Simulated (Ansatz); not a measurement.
Consider Zn$_{4}$S.

```
CELL_PARAMETERS angstrom
4.71843 0.00000 0.00000
0.00000 4.71843 0.00000
0.00000 0.00000 4.71843
ATOMIC_POSITIONS crystal
Zn 0.50000 0.50000 0.50000
Zn 0.00000 0.50000 0.50000
Zn 0.50000 0.00000 0.50000
Zn 0.50000 0.50000 0.00000
S 0.00000 0.00000 0.00000
```

Space group Pm-3m; a structure generated by program, which may or may not match a known phase.

Theory: DFT PBE, scalar-relativistic, plane waves, PAW in Ansatz 0.2.0.

Q: Predict the valence pseudo-density and electron localisation function between the atoms.

A: Zn–Zn (2.36 Å): ρ at the midpoint is about 0.34 e/Å³; the ELF is about 0.30 at the midpoint.
Zn–S (3.34 Å): the density is about 0.09 e/Å³ at the midpoint; the ELF is about 0.15 at the midpoint; no shared electron pair shows on this line.

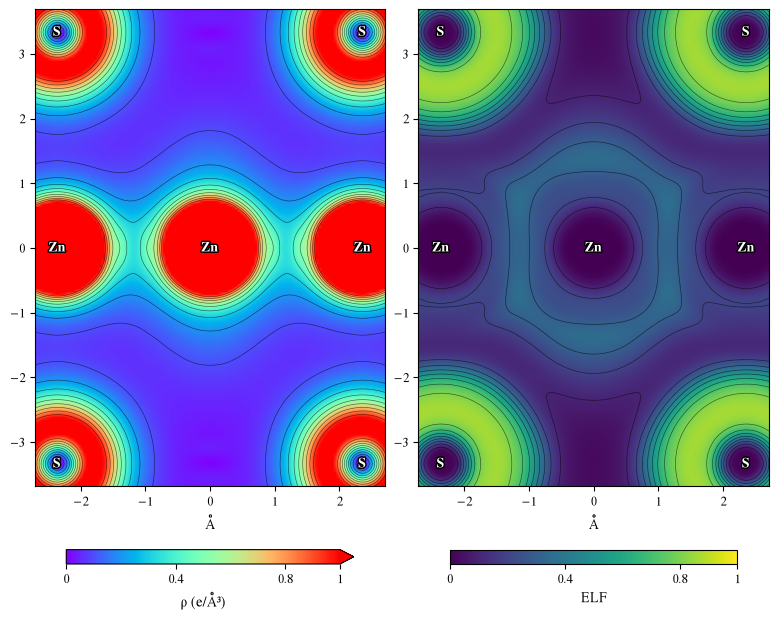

Computed valence pseudo-density and electron localisation function on the (11̄0) plane of the conventional cell, in this order. 

In a PAW calculation such maps are meaningful between the atoms, not at the nuclei.
